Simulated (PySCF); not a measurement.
Vertical excitations of a molecule C3H6F2Si from TDA-LC-ωPBE/def2-SVPD in PySCF 2.14.0, as energy in eV (oscillator strength): 8.34 (0.000), 8.36 (0.024), 8.77 (0.010), 8.93 (0.018), 9.25 (0.007), 9.28 (0.068), 9.44 (0.004), 9.49 (0.032), 9.65 (0.046), 9.78 (0.042). Lowest triplet (TDA): 7.75 eV. Geometry optimised at PBE0-D3(BJ)/def2-SVP. One conformer was computed; it need not be the lowest.

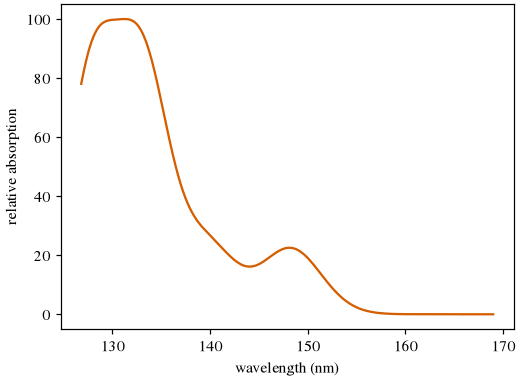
*The lines broadened by 0.4 eV.*

Which molecule gave these data?
A. C[SiH2]C=C(F)F
B. C/C(=C\F)[SiH2]F
C. F[C@@H]1C([SiH3])[C@H]1F
D. F[SiH2][C@@H]1C[C@@H]1F

D, F[SiH2][C@@H]1C[C@@H]1F
